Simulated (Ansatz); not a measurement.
# C2H4F: a nudged elastic band, and a look at its input

Aim: a nudged elastic band from the structure below. Read the input with care, then see what the program makes of it. The step meant is a radical addition at charge 0 and multiplicity 2, which changes C1–H4.

Method: PBE0-D4/def2-SVP; program: Ansatz 0.2.0, Gaussian basis.

## 1. The structure

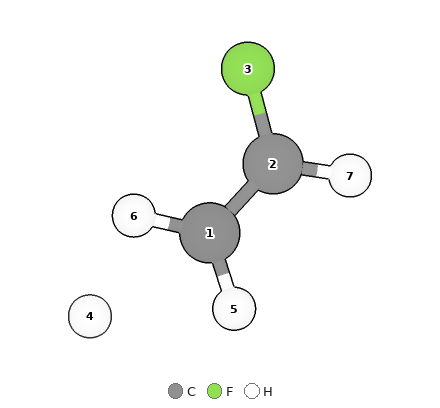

The start (carbon grey, fluorine green, hydrogen white).

```
C     0.25955   -0.49813    0.29044
C     0.05505   -0.18667   -0.97228
F     0.89812    0.58587   -1.66351
H    -1.09653    1.87348    2.28876
H    -0.45568   -1.12694    0.80178
H     1.12672   -0.13903    0.82918
H    -0.78733   -0.50857   -1.57448
```

## 2. The run

The input, run/in.yaml:

```yaml
crystal:
  periodic: [false, false, false]
  atoms:
    - {symbol: C, position_ang: [0.259548, -0.498135, 0.290443]}
    - {symbol: C, position_ang: [0.055049, -0.186670, -0.972277]}
    - {symbol: F, position_ang: [0.898121, 0.585870, -1.663506]}
    - {symbol: H, position_ang: [-1.096532, 1.873475, 2.288764]}
    - {symbol: H, position_ang: [-0.455677, -1.126944, 0.801775]}
    - {symbol: H, position_ang: [1.126722, -0.139028, 0.829183]}
    - {symbol: H, position_ang: [-0.787330, -0.508568, -1.574482]}
basis:
  gaussian: {orbitals: def2-SVP}
magnetization: {spin_polarized: true, initial_magnetization: 1}
hamiltonian: {xc: pbe0, dispersion: d4}
neb:
  images: 5
  climbing: true
  max_iterations: 30
  initial_path: idpp
  final_atoms:
    - {symbol: C, position_ang: [0.021860, -0.078994, 0.634100]}
    - {symbol: C, position_ang: [0.005175, -0.110534, -0.836445]}
    - {symbol: F, position_ang: [0.745122, 0.829329, -1.447151]}
    - {symbol: H, position_ang: [-0.432259, 0.840209, 1.032953]}
    - {symbol: H, position_ang: [-0.537469, -0.928782, 1.028870]}
    - {symbol: H, position_ang: [1.045573, -0.128754, 1.016399]}
```

Command:

```console
$ ansatz run in.yaml --threads 2 --pin off --events-out ev --progress --plain --max-ram 4352MiB
```

Log:

```text
Error: invalid value for `neb.final_atoms`: lists 6 atoms but crystal.atoms has 7 — the final endpoint must contain the same atoms in the same order
```

Run time: 0.05 s. Hardware: 2 threads of Arm Neoverse V2, shared host.

## 3. What is wrong

The program refused the input before any work.

The final structure lists one atom fewer than the first.

Remedy: list every atom in final_atoms.

## 4. What came out

| quantity | value |
| --- | --- |
| this run | refused |
| fault | end lacks an atom |

What this shows: The final structure lists one atom fewer than the first.

For comparison, these settings ran to the end on the same system (8 iterations):

```yaml
hamiltonian: {xc: pbe0, dispersion: d4}
neb:
  images: 5
  climbing: true
  max_iterations: 40
  initial_path: idpp
```
